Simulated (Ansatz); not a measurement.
# 4-layer 1T-VO2 (AA) in a perpendicular field, part 3 of 4

Wanted: the out-of-plane response of the 4-layer 1T-VO2 (AA). A positive field points along +c.

Ansatz 0.2.0; plane-wave DFT, PBE-D3(BJ), Ansatz PAW.

So far. Step 4 (Single point, field 0.03 V/Å): The dipole is 0.0198 e·Å. Step 5 (Atoms held, field -0.03 V/Å): The dipole is -0.0198 e·Å.

**6. Single point, field 0.15 V/Å**

The input, input.yaml:

```yaml
crystal:
  lattice:
    - [2.8672832754, 0.0, 0.0]
    - [-1.4336416377, 2.4831401564, 0.0]
    - [0.0, 0.0, 33.6979884606]
  atoms:
    - { symbol: O, position: [0.6666666667, 0.3333333333, 0.2670782563], spin: -0.01 }
    - { symbol: V, position: [0.0, 0.0, 0.2968636944], spin: 0.78 }
    - { symbol: O, position: [0.3333333333, 0.6666666667, 0.3265264027], spin: -0.01 }
    - { symbol: O, position: [0.6666666667, 0.3333333333, 0.4027331036], spin: -0.01 }
    - { symbol: V, position: [0.0, 0.0, 0.4324062294], spin: 0.78 }
    - { symbol: O, position: [0.3333333333, 0.6666666667, 0.4620700512], spin: -0.01 }
    - { symbol: O, position: [0.6666666667, 0.3333333333, 0.5379299488], spin: -0.01 }
    - { symbol: V, position: [0.0, 0.0, 0.5675937706], spin: 0.78 }
    - { symbol: O, position: [0.3333333333, 0.6666666667, 0.5972668964], spin: -0.01 }
    - { symbol: O, position: [0.6666666667, 0.3333333333, 0.6734735973], spin: -0.01 }
    - { symbol: V, position: [0.0, 0.0, 0.7031363056], spin: 0.78 }
    - { symbol: O, position: [0.3333333333, 0.6666666667, 0.7329217437], spin: -0.01 }
magnetization:
  spin_polarized: true
kpoints:
  mp_grid: { grid: [18, 18, 1] }
  band_path:
    path: [[0, 0, 0], [0.5, 0, 0], [0.33333333, 0.33333333, 0], [0, 0, 0]]
    npoints: 16
hamiltonian:
  xc: pbe
  dispersion: d3bj
scf:
  occupations: { method: fermi_dirac, width: 0.02585 }
  convergence: { dr2_threshold: 1.0e-10 }
efield:
  axis: 3
  dipole_correction: true
  ramp_position: 0.9513
  ramp_width: 0.0973
  amplitude: 0.15
output:
  write_potential: true
  write_density: true
  volumetric_format: npy
```

The run is started by

```console
> ansatz run input.yaml --threads 4 --pin off --max-ram 12288MiB --backend cpu --events-out ev --progress --plain --runs-dir out
```

Numbers of over 12 decimals in the logs are rounded to 6 here.

The log of the run:

```text
[...]
Crystal: 12 atoms, lattice volume = 239.925 Å³
Basis set: ecut = 420 eV, 4685 PW (Γ)
Bands: 64, of which v1, the nominal top of the filled ones, is band 50 counted from 1 (49 counted from 0)
Symmetry: 6 space group operations
k-points: 37 of 324 (time reversal used)
[...]
Starting moments: Σ|m| = 3.2 μB on 12 of 12 sites
[...]
k-point 1 ↑: bands = [... 46 lower, -0.3077, -0.1142, 1.4408, 1.4463, 1.4551, 1.4647, 1.4743, 1.4775, ... 10 higher]
  k-point 2 ↑: bands = [... 46 lower, -0.2982, -0.0315, 1.5908, 1.6020, 1.6199, 1.6398, 1.7400, 1.7424, ... 10 higher]
  k-point 36 ↓: bands = [... 46 lower, -1.3828, -1.2978, 3.0098, 3.0338, 3.0634, 3.0879, 3.6164, 3.6165, ... 10 higher]
[key lines of the parts left out:]
SCF converged after 14 iterations
Magnetization: 4.0000 μB (52.0000 up, 48.0000 down)
Free energy (F): -16197.894864 eV
Fermi energy:    2.038786 eV
Dipole field:    D = 0.074740 V/Å  (p = 0.099098 e·Å, saw-weighted, corrected)
```

It took 78 s on 4 threads of Arm Neoverse V2, shared host; peak memory 1.4 GiB; 5.1 min of CPU time.

The dipole is 0.0991 e·Å.

**7. Atoms held, field 0.25 V/Å**

input.yaml, as its differences from that of step 6:

```diff
@@ -36,3 +36,3 @@
   ramp_width: 0.0973
-  amplitude: 0.15
+  amplitude: 0.25
 output:
```

The log of the run:

```text
[...]
Crystal: 12 atoms, lattice volume = 239.925 Å³
Basis set: ecut = 420 eV, 4685 PW (Γ)
Bands: 64, of which v1, the nominal top of the filled ones, is band 50 counted from 1 (49 counted from 0)
Symmetry: 6 space group operations
k-points: 37 of 324 (time reversal used)
[...]
Starting moments: Σ|m| = 3.2 μB on 12 of 12 sites
[...]
k-point 1 ↑: bands = [... 46 lower, -0.3067, -0.1144, 1.4402, 1.4458, 1.4549, 1.4644, 1.4735, 1.4770, ... 10 higher]
  k-point 2 ↑: bands = [... 46 lower, -0.2984, -0.0317, 1.5903, 1.6016, 1.6197, 1.6396, 1.7388, 1.7420, ... 10 higher]
  k-point 36 ↓: bands = [... 46 lower, -1.3829, -1.2980, 3.0091, 3.0332, 3.0633, 3.0878, 3.6157, 3.6160, ... 10 higher]
[key lines of the parts left out:]
SCF converged after 15 iterations
Magnetization: 4.0000 μB (52.0000 up, 48.0000 down)
Free energy (F): -16197.908077 eV
Fermi energy:    2.038424 eV
Dipole field:    D = 0.124564 V/Å  (p = 0.165161 e·Å, saw-weighted, corrected)
```

The job ended after 80 s (4 threads; peak memory 1.4 GiB; 5.2 min of CPU time).

The dipole is 0.165 e·Å.

**8. Atoms held, field -0.25 V/Å**

input.yaml, as its differences from that of step 7:

```diff
@@ -36,4 +36,6 @@
   ramp_width: 0.0973
-  amplitude: 0.25
+  amplitude: -0.25
 output:
+  dos: { projected: true, e_range: [-6, 5] }
+  bader: true
   write_potential: true
@@ -41 +43,2 @@
   volumetric_format: npy
+  elf: true
```

The log of the run:

```text
[...]
Crystal: 12 atoms, lattice volume = 239.925 Å³
Basis set: ecut = 420 eV, 4685 PW (Γ)
Bands: 64, of which v1, the nominal top of the filled ones, is band 50 counted from 1 (49 counted from 0)
Symmetry: 6 space group operations
k-points: 37 of 324 (time reversal used)
[...]
Starting moments: Σ|m| = 3.2 μB on 12 of 12 sites
[...]
4      V      2.0536     0.0028     0.9467
     5      O     -1.0269     0.0014     0.0268
     6      O     -1.0269     0.0014     0.0268
     7      V      2.0536     0.0028     0.9467
     8      O     -1.0270     0.0014     0.0268
     9      O     -1.0273     0.0014     0.0278
    10      V      2.0525     0.0028     0.9534
    11      O     -1.0348     0.0014     0.0284
  estimated error of the sums over rays = 6.2e-4 e
[key lines of the parts left out:]
SCF converged after 14 iterations
Magnetization: 4.0000 μB (52.0000 up, 48.0000 down)
Free energy (F): -16197.908077 eV
Fermi energy:    2.038001 eV
Dipole field:    D = -0.124572 V/Å  (p = -0.165171 e·Å, saw-weighted, corrected)
```

Run time: 1.7 min. Hardware: 4 threads; peak memory 1.4 GiB; 6.5 min of CPU time.

The dipole is -0.165 e·Å.

**9. Response, atoms held**

This step: plane-wave DFT, PBE-D3(BJ), Ansatz PAW; response to a field along the normal, atoms held (Ansatz 0.2.0).

The dipoles give the slope, and the difference of two potentials shows where the field is screened.

Numbers from this step:

| Item | Value |
| --- | --- |
| equivalent conductor thickness p/(ε₀AE) | 16.79 Å |
| distance between the outer atoms | 15.70 Å |

Dipole of the cell against applied field:

| applied field (V/Å) | dipole of the cell (e·Å) |
| --- | --- |
| -0.250 | -0.165 |
| -0.030 | -0.0198 |
| 0.000 | 0 |
| 0.030 | 0.0198 |
| 0.150 | 0.0991 |
| 0.250 | 0.165 |

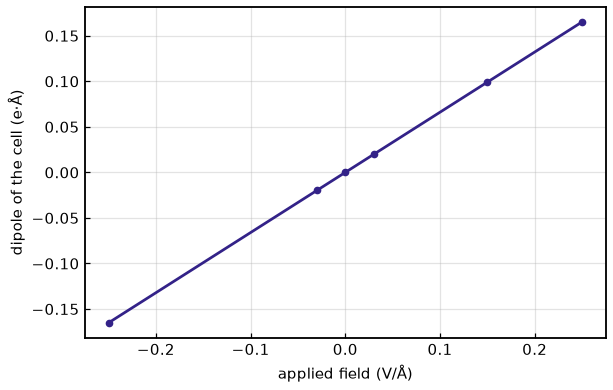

Dipole of the cell, plotted against applied field.

The total moment stays at 4 μB for applied field from -0.25 to 0.25 V/Å.

Local field over the applied field, running mean. From the potentials at -0.03 and 0.03 V/Å; running mean over 2.5 Å. Local field over applied field against z:

| z (Å) | local field over applied field |
| --- | --- |
| 6 | 0.994 |
| 8 | 0.663 |
| 10 | 0.0662 |
| 12 | -0.00388 |
| 14 | -8.0e-4 |
| 16 | 5.0e-5 |
| 18 | -3.7e-6 |
| 20 | -0.00115 |
| 22 | -0.00189 |
| 24 | 0.113 |
| 26 | 0.761 |
| 28 | 0.997 |

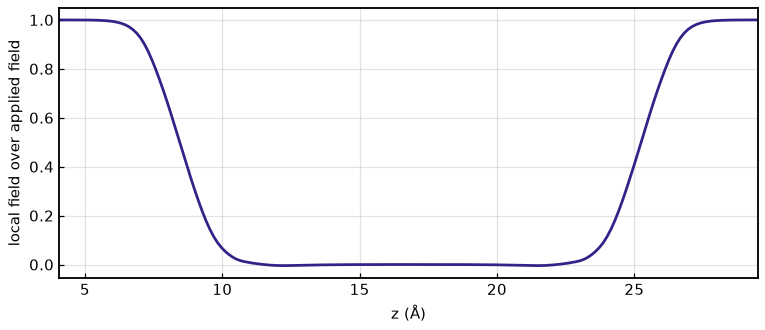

Local field over applied field against z.

Electrons, planar mean, per unit field. The induced electron density by z:

| z (Å) | induced electron density (e/Å³ per V/Å) |
| --- | --- |
| 6 | 2.1e-5 |
| 8 | 0.00271 |
| 10 | 2.6e-4 |
| 12 | -2.5e-5 |
| 14 | -1.9e-6 |
| 16 | 0 |
| 18 | 0 |
| 20 | 7.4e-6 |
| 22 | 3.1e-5 |
| 24 | -1.0e-4 |
| 26 | -0.00152 |
| 28 | -9.2e-6 |

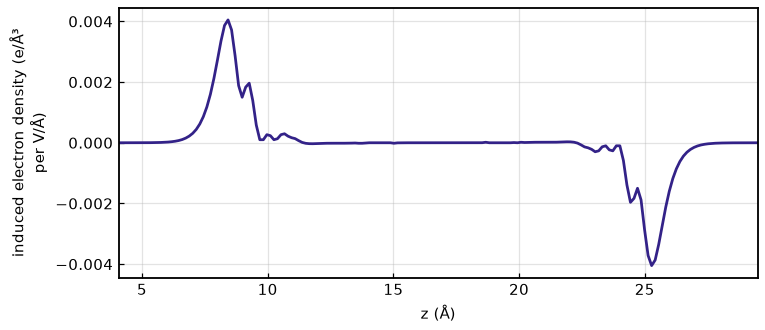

Induced electron density against z.

By hand: between -0.03 and 0.03 V/Å the dipole changes by 0.03963 e·Å, a slope of 0.6605 e·Å²/V. A perfect conductor of thickness t has p = ε₀AEt, so t = 180.95 × 0.6605 / 7.120 = 16.79 Å (e/ε₀ = 180.95 V·Å, A in Å²).

The induced dipole is that of a conductor 16.79 Å thick.

**10. Field on, atoms free, field 0.1 V/Å**

This step: plane-wave DFT, PBE-D3(BJ), Ansatz PAW (Ansatz 0.2.0).

Now the atoms may follow the field. A weak field makes forces of meV/Å to tens of meV/Å, so the force tolerance is set well below the usual one.

input.yaml, as its differences from that of step 8:

```diff
@@ -21,6 +21,3 @@
 kpoints:
-  mp_grid: { grid: [18, 18, 1] }
-  band_path:
-    path: [[0, 0, 0], [0.5, 0, 0], [0.33333333, 0.33333333, 0], [0, 0, 0]]
-    npoints: 16
+  mp_grid: { grid: [12, 12, 1] }
 hamiltonian:
@@ -36,6 +33,7 @@
   ramp_width: 0.0973
-  amplitude: -0.25
+  amplitude: 0.1
+relax:
+  f_tol: 0.001
+  max_steps: 60
 output:
-  dos: { projected: true, e_range: [-6, 5] }
-  bader: true
   write_potential: true
@@ -43,2 +41 @@
   volumetric_format: npy
-  elf: true
```

The log of the run:

```text
[...]
Crystal: 12 atoms, lattice volume = 239.925 Å³
Basis set: ecut = 420 eV, 4685 PW (Γ), exchange–correlation on 40×40×480 points (8 copies of the dense FFT grid, shifted against one another)
Bands: 64, of which v1, the nominal top of the filled ones, is band 50 counted from 1 (49 counted from 0)
Symmetry: 6 space group operations
k-points: 19 of 144 (time reversal used)
[...]
Starting moments: Σ|m| = 3.2 μB on 12 of 12 sites
[...]
SCF iter   1: F=—  HF=-16172.978356 eV  |F-HF|=—  |Δ(HF+E_count)|=         —  Δρ=5.49e-2 (↑5.49e-2 ↓5.30e-2)  dr2=2.72e1  dr2_m=1.26e-1  M=3.551 μB ∫|m|=3.556 μB  β_m=1.00  ethr=3.10e-3  p=0.069 e·Å  D=5.23e-2 V/Å  ΔV_dip=-1.76 eV  dr2_dipole=9.43e-4  V_vac-E_F(+/−)=6.23/5.02 eV  ⟨swp⟩=7.1  Hψ=10532  notcnv=0
[...]
SCF iter  18: F=-16197.892254 eV  HF=-16197.892254 eV  |F-HF|=2.73e-10  |Δ(HF+E_count)|=  5.09e-11  Δρ=9.44e-8 (↑9.44e-8 ↓7.34e-8)  dr2=4.83e-11  dr2_m=4.96e-13  M=4.000 μB ∫|m|=4.349 μB  ethr=1.00e-12  p=0.066 e·Å  D=4.98e-2 V/Å  ΔV_dip=-1.68 eV  dr2_dipole=1.16e-11  V_vac-E_F(+/−)=7.16/5.87 eV  ⟨swp⟩=6.0  Hψ=11975  notcnv=0
SCF 1 converged in 18 iterations: F = -16197.892254 eV  dr2 = 4.83e-11
[...]
relax step   1: F+E_penalty+E_count = -16197.89225390 eV  Δ(F+E_penalty+E_count) = +0.000e0 eV  max|allowed force component| = 2.782e-2 eV/Å  Δτ_max = 0.0000 Å  (18 SCF iters, accepted)
[...]
SCF iter   9: F=-16197.892284 eV  HF=-16197.892284 eV  |F-HF|=2.56e-10  |Δ(HF+E_count)|=   4.87e-9  Δρ=6.20e-8 (↑6.20e-8 ↓5.25e-8)  dr2=1.41e-11  dr2_m=3.64e-13  M=4.000 μB ∫|m|=4.349 μB  ethr=1.00e-12  p=0.066 e·Å  D=5.01e-2 V/Å  ΔV_dip=-1.69 eV  dr2_dipole=3.97e-13  V_vac-E_F(+/−)=7.16/5.87 eV  ⟨swp⟩=6.0  Hψ=12441  notcnv=0
SCF 2 converged in 9 iterations: F = -16197.892284 eV  dr2 = 1.41e-11
relax step   2: F+E_penalty+E_count = -16197.89228441 eV  Δ(F+E_penalty+E_count) = -3.051e-5 eV  max|allowed force component| = 1.417e-2 eV/Å  Δτ_max = 0.0012 Å  (9 SCF iters, accepted)
SCF iter   1: F=—  HF=-16197.892176 eV  |F-HF|=—  |Δ(HF+E_count)|=         —  Δρ=6.48e-5 (↑6.48e-5 ↓5.96e-5)  dr2=4.58e-5  dr2_m=1.28e-6  M=4.000 μB ∫|m|=4.349 μB  β_m=1.00  ethr=1.18e-6  p=0.066 e·Å  D=5.01e-2 V/Å  ΔV_dip=-1.69 eV  dr2_dipole=2.41e-5  V_vac-E_F(+/−)=7.16/5.87 eV  ⟨swp⟩=2.1  Hψ=4054  notcnv=0  defer=162
[...]
SCF iter   9: F=-16197.892293 eV  HF=-16197.892293 eV  |F-HF|=2.06e-10  |Δ(HF+E_count)|=   7.71e-9  Δρ=7.14e-8 (↑7.14e-8 ↓4.53e-8)  dr2=5.76e-11  dr2_m=1.43e-12  M=4.000 μB ∫|m|=4.349 μB  ethr=1.00e-12  p=0.067 e·Å  D=5.04e-2 V/Å  ΔV_dip=-1.70 eV  dr2_dipole=5.00e-14  V_vac-E_F(+/−)=7.15/5.88 eV  ⟨swp⟩=6.0  Hψ=12264  notcnv=0
SCF 3 converged in 9 iterations: F = -16197.892293 eV  dr2 = 5.76e-11
relax step   3: F+E_penalty+E_count = -16197.89229259 eV  Δ(F+E_penalty+E_count) = -8.174e-6 eV  max|allowed force component| = 8.282e-4 eV/Å  Δτ_max = 0.0014 Å  (9 SCF iters, accepted)
[...]
relax step   4: F+E_penalty+E_count = -16197.89229258 eV  Δ(F+E_penalty+E_count) = +6.547e-9 eV  max|allowed force component| = 1.117e-3 eV/Å  Δτ_max = 0.0015 Å  (10 SCF iters, rejected (line search))
SCF iter   1: F=—  HF=-16197.892164 eV  |F-HF|=—  |Δ(HF+E_count)|=         —  Δρ=3.56e-5 (↑3.56e-5 ↓3.44e-5)  dr2=6.84e-6  dr2_m=4.70e-7  M=4.000 μB ∫|m|=4.349 μB  β_m=1.00  ethr=6.79e-8  p=0.067 e·Å  D=5.04e-2 V/Å  ΔV_dip=-1.70 eV  dr2_dipole=1.72e-7  V_vac-E_F(+/−)=7.15/5.88 eV  ⟨swp⟩=2.0  Hψ=4438  notcnv=0  defer=162
[...]
SCF iter  10: F=-16197.892293 eV  HF=-16197.892293 eV  |F-HF|=1.46e-11  |Δ(HF+E_count)|=  1.13e-10  Δρ=2.07e-8 (↑2.07e-8 ↓9.81e-9)  dr2=3.67e-12  dr2_m=2.42e-13  M=4.000 μB ∫|m|=4.349 μB  ethr=1.00e-12  p=0.067 e·Å  D=5.04e-2 V/Å  ΔV_dip=-1.70 eV  dr2_dipole=6.92e-15  V_vac-E_F(+/−)=7.15/5.88 eV  ⟨swp⟩=6.3  Hψ=10515  notcnv=0
SCF 5 converged in 10 iterations: F = -16197.892293 eV  dr2 = 3.67e-12
relax step   5: F+E_penalty+E_count = -16197.89229312 eV  Δ(F+E_penalty+E_count) = -5.333e-7 eV  max|allowed force component| = 4.966e-5 eV/Å  Δτ_max = 0.0007 Å  (10 SCF iters, accepted)
[...]
the band table was solved once a step of the walk had ended and its energy, with any forces and stress, was formed, with the checks that follow a solve (12743 applications of the Hamiltonian). They found nothing against the state; the energy, forces and stress were not computed again (output.eigenvalues in the input reference)
[...]
SCF converged after 10 iterations
Stability not checked: this state was not tested for a lower state beside it, because the mixer in use, unlike msr1, does not test its closes by its own steps (another_mixer; see scf.mixing.algorithm and scf.lower_state_search)
Magnetization: 4.0000 μB (52.0000 up, 48.0000 down)
Absolute magnetization: 4.3529 μB (∫|ρ↑−ρ↓|, with the PAW one-centre terms)
[...]
Per-site moments (μB) at R_I (Å): [(-0.00971276, 0.798924), (0.780870, 0.797623), (-0.010413, 0.797623), (-0.010746, 0.797801), (0.779522, 0.797720), (-0.010766, 0.797720), (-0.010775, 0.797726), (0.779394, 0.797726), (-0.010757, 0.797784), (-0.010864, 0.797822), (0.776112, 0.797822), (-0.0099448, 0.798277)]
Free energy (F): -16197.892293 eV
[...]
Internal energy: -16197.876380 eV  (E = F + TS)
E sigma→0 (E₀):  -16197.884336 eV
Entropy (-TS):   -0.015913 eV (-1.326 meV/atom)
Fermi energy:    2.038876 eV
Dipole field:    D = 0.050385 V/Å  (p = 0.066806 e·Å, saw-weighted, corrected)
Work function:   not extracted (applied field tilts the vacuum); planar V_es + V_field profile in the machine report
[...]
--- Forces (eV/Å), atoms counted from 1 ---
  atom   1  O      0.00000000     0.00000000     0.00001793
  atom   2  V      0.00000000    -0.00000000     0.00002227
  atom   3  O      0.00000000    -0.00000000    -0.00001569
  atom   4  O      0.00000000     0.00000000    -0.00001702
  atom   5  V      0.00000000    -0.00000000     0.00004891
  atom   6  O      0.00000000    -0.00000000    -0.00001744
  atom   7  O      0.00000000     0.00000000    -0.00003102
  atom   8  V      0.00000000     0.00000000    -0.00000603
  atom   9  O     -0.00000000    -0.00000000    -0.00004958
  atom  10  O      0.00000000     0.00000000    -0.00000427
  atom  11  V      0.00000000    -0.00000000     0.00004089
  atom  12  O      0.00000000    -0.00000000     0.00001202
  max |Σ_I F_I| component: 9.66e-7 eV/Å
--- Band table (eV; the first three rows and the last of 38) ---
  k-point 0 ↑: bands = [... 46 lower, -0.1888, -0.1566, 1.3549, 1.3549, 1.3569, 1.3569, 1.3615, 1.3615, ... 10 higher]
  k-point 1 ↑: bands = [... 46 lower, -0.3666, -0.0746, 1.5159, 1.5236, 1.5367, 1.5518, 1.5975, 1.5999, ... 10 higher]
  k-point 2 ↑: bands = [... 46 lower, -0.1641, 0.0229, 1.7067, 1.7229, 1.7498, 1.7802, 2.0198, 2.0222, ... 10 higher]
  k-point 18 ↓: bands = [... 46 lower, -1.3824, -1.2969, 3.0083, 3.0319, 3.0613, 3.0863, 3.6141, 3.6156, ... 10 higher]
--- Relaxed structure (5 steps of the walk, 4 accepted, 0 SCFs on fresh bases) ---
  F+E_penalty+E_count = -16197.89229312 eV   max|allowed force component| = 4.966e-5 eV/Å
  atoms:
    - { symbol: O, position: [0.666667, 0.333333, 0.267011] }
    - { symbol: V, position: [0, 0, 0.296844] }
    - { symbol: O, position: [0.333333, 0.666667, 0.326497] }
    - { symbol: O, position: [0.666667, 0.333333, 0.402720] }
    - { symbol: V, position: [0, 0, 0.432398] }
    - { symbol: O, position: [0.333333, 0.666667, 0.462064] }
    - { symbol: O, position: [0.666667, 0.333333, 0.537944] }
    - { symbol: V, position: [0, 0, 0.567611] }
    - { symbol: O, position: [0.333333, 0.666667, 0.597286] }
    - { symbol: O, position: [0.666667, 0.333333, 0.673506] }
    - { symbol: V, position: [0, 0, 0.703187] }
    - { symbol: O, position: [0.333333, 0.666667, 0.732931] }
```

Wall time 90 s (4 threads); peak memory 0.91 GiB; 5.8 min of CPU time.

Hardly anything moved in the relaxation; the energy changed by under 0.2 meV an atom.

This step gave:

| Property | Result |
| --- | --- |
| energy at zero smearing | -16197.8843 eV |
| dipole along the normal | 0.06681 e·Å |

The relaxation took 5 steps and lowered the energy by 3.9e-5 eV; the largest force on the free atoms ends at 5.0e-5 eV/Å.

The dipole is 0.0668 e·Å.

**11. Field on, atoms free, field -0.1 V/Å**

The opposite sign, again from the field-free geometry; the difference of the two cancels what relaxes without a field.

input.yaml, as its differences from that of step 10:

```diff
@@ -33,3 +33,3 @@
   ramp_width: 0.0973
-  amplitude: 0.1
+  amplitude: -0.1
 relax:
```

The log of the run:

```text
[...]
Crystal: 12 atoms, lattice volume = 239.925 Å³
Basis set: ecut = 420 eV, 4685 PW (Γ), exchange–correlation on 40×40×480 points (8 copies of the dense FFT grid, shifted against one another)
Bands: 64, of which v1, the nominal top of the filled ones, is band 50 counted from 1 (49 counted from 0)
Symmetry: 6 space group operations
[...]
- { symbol: V, position: [0, 0, 0.432389] }
    - { symbol: O, position: [0.333333, 0.666667, 0.462056] }
    - { symbol: O, position: [0.666667, 0.333333, 0.537936] }
    - { symbol: V, position: [0, 0, 0.567602] }
    - { symbol: O, position: [0.333333, 0.666667, 0.597280] }
    - { symbol: O, position: [0.666667, 0.333333, 0.673503] }
    - { symbol: V, position: [0, 0, 0.703156] }
    - { symbol: O, position: [0.333333, 0.666667, 0.732989] }
[key lines of the parts left out:]
SCF converged after 10 iterations
Magnetization: 4.0000 μB (52.0000 up, 48.0000 down)
Free energy (F): -16197.892293 eV
Fermi energy:    2.038709 eV
Dipole field:    D = -0.050385 V/Å  (p = -0.066806 e·Å, saw-weighted, corrected)
```

Wall time 94 s (4 threads); peak memory 0.89 GiB.

No atom moved by 0.005 Å in the relaxation.

This step gave:

```yaml
dipole_along_the_normal: -0.06681 e·Å
```

The relaxation took 5 steps and lowered the energy by 3.9e-5 eV; the largest force on the free atoms ends at 5.0e-5 eV/Å.

The dipole is -0.0668 e·Å.

(Continued in part 4 of 4.)

[Logs are printed without paths, hosts, clocks, repeated set-up lines and the standing remarks that a program may print on its own settings, such as how far it seeks lower states.]

[Hosts, paths, dates, database ids (printed as entryN), source tags and the programs' standing remarks are cut or masked in the printed files.]

[Maps of the electrostatic potential energy from Ansatz leave out the sawtooth potential of an applied field or a dipole correction, so their vacuum need not be flat; planar profiles and work functions include it.]
